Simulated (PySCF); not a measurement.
# SiH3O− (SMILES [O-][SiH3]) at CCSD(T)/STO-3G

What is the energy change on altering one bond length of SiH3O− at CCSD(T)/STO-3G? The job is set up through a Python script.

Program for the calculation: PySCF 2.14.0.

11 further runs of the same task are left out: 2 that didn't finish, 9 set aside as unsound or not needed.

### Step 1. Starting point

The species is SiH3O− (5 atoms), meant as a singlet with charge -1. As SMILES, `[O-][SiH3]`. The coordinates come from a GFN2-xTB relaxation.

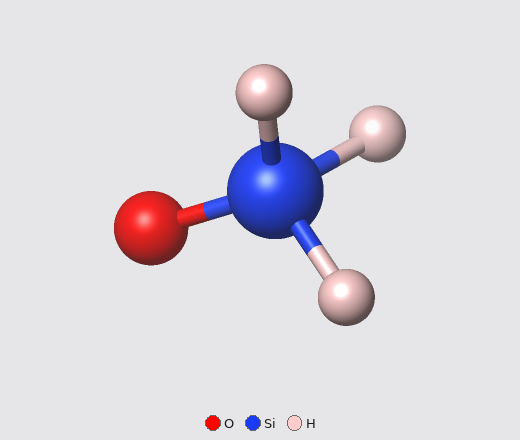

Viewed from a chosen angle; oxygen red, silicon blue, hydrogen pink.

### Step 2. The energy at CCSD(T)/STO-3G

Input file calc.py:

```python
from pyscf import gto, scf, cc

mol = gto.Mole()
mol.atom = [
    ('O', (-1.444170, 0.271390, 0.700100)),
    ('Si', (-0.082700, 0.015600, 0.039800)),
    ('H', (-0.104440, -0.247420, -1.452600)),
    ('H', (0.697830, -1.174610, 0.561420)),
    ('H', (0.933480, 1.135040, 0.151280)),
]
mol.max_memory = 1860
mol.basis = 'sto-3g'
mol.verbose = 3
mol.charge = -1
mol.build()

hf = scf.RHF(mol)
hf.conv_tol = 1e-10
hf.kernel()
if not hf.converged:
    hf = hf.newton().run(hf.mo_coeff, hf.mo_occ)

mycc = cc.CCSD(hf, frozen=6)
mycc.kernel()
e_t = mycc.ccsd_t()
e_tot = mycc.e_tot + e_t
print('E = %.10f Eh' % e_tot)
```

Command:

```sh
$ OMP_NUM_THREADS=1 python calc.py
```

Standard output:

```text
converged SCF energy = -360.930929590584
E(CCSD) = -361.0314948493626  E_corr = -0.100565258779093
CCSD(T) correction = -0.00593483948947343
E = -361.0374296889 Eh
```

Run time: 0.74 s. Hardware: 1 thread of Arm Neoverse V1, shared host; peak memory 0.1 GiB.

### Step 3. The distorted shape at the same level

Input file job.py:

```python
from pyscf import gto, scf, cc

molecule = gto.M(
    atom='''
O     -4.265373    -1.179546     1.154458
Si    -1.692567    -1.662919    -0.093328
H     -1.733650    -2.159955    -2.913555
H     -0.217579    -3.912090     0.892391
H      1.764022     2.144915     0.285878
''',
    charge=-1,
    unit='bohr',
    basis='sto-3g',
    max_memory=1860,
    spin=0,
    verbose=3,
)

myscf = scf.RHF(molecule)
myscf.conv_tol = 1e-10
myscf.kernel()
if not myscf.converged:
    myscf = myscf.newton().run(myscf.mo_coeff, myscf.mo_occ)

mycc = cc.CCSD(myscf, frozen=6)
mycc.kernel()
e_t = mycc.ccsd_t()
etot = mycc.e_tot + e_t
print('E(%s) = %.9f' % ('CCSD(T)', etot))
```

Command:

```sh
$ OMP_NUM_THREADS=1 python job.py
```

Standard output:

```text
converged SCF energy = -360.753833671393
E(CCSD) = -360.9072643607895  E_corr = -0.1534306893960744
CCSD(T) correction = -0.0134394206407266
E(CCSD(T)) = -360.920703781
```

It took 0.76 s on 1 thread of Arm Neoverse V1, shared host; peak memory 0.1 GiB.

### Step 4. Results

Level: CCSD(T)/STO-3G, 6 core orbitals frozen.

| quantity | value |
| --- | --- |
| first shape: total energy | -361.03743 Eh |
| first shape: HOMO energy (Hartree–Fock orbitals) | 2.51 eV |
| first shape: LUMO energy (Hartree–Fock orbitals) | 22.02 eV |
| first shape: HOMO–LUMO gap (to an unbound level, set by the basis) | 19.51 eV |
| first shape: correlation energy (6 core orbitals frozen) | -106.5 mEh |
| first shape: (T) correction | -5.93 mEh |
| first shape: T1 diagnostic | 0.020 |
| distorted shape: total energy | -360.92070 Eh |
| distorted shape: HOMO energy (Hartree–Fock orbitals) | 3.37 eV |
| distorted shape: LUMO energy (Hartree–Fock orbitals) | 12.33 eV |
| distorted shape: HOMO–LUMO gap (to an unbound level, set by the basis) | 8.96 eV |
| distorted shape: correlation energy (6 core orbitals frozen) | -166.9 mEh |
| distorted shape: (T) correction | -13.44 mEh |
| distorted shape: T1 diagnostic | 0.046 |
| energy change with the Si2–H5 bond stretched from 1.516 to 2.729 Å | 3.176 eV |

What this shows: With the Si2–H5 bond stretched from 1.516 to 2.729 Å the energy rises by 3.18 eV (306 kJ/mol). The first shape isn't relaxed at this level, so the change isn't measured from a minimum. The minimal basis adds a large error of its own. The triples (first shape) make up 5.6 % of the correlation energy. The HOMO (first shape) lies at positive energy, 2.51 eV: the electron is unbound at this level or held by a compact basis; values depend on the basis. The T1 diagnostic (distorted shape) of 0.046 is above the customary mark for such species, so a single reference may not serve. The triples (distorted shape) make up 8.1 % of the correlation energy. The HOMO (distorted shape) lies at positive energy, 3.37 eV: the electron is unbound at this level or held by a compact basis; values depend on the basis.
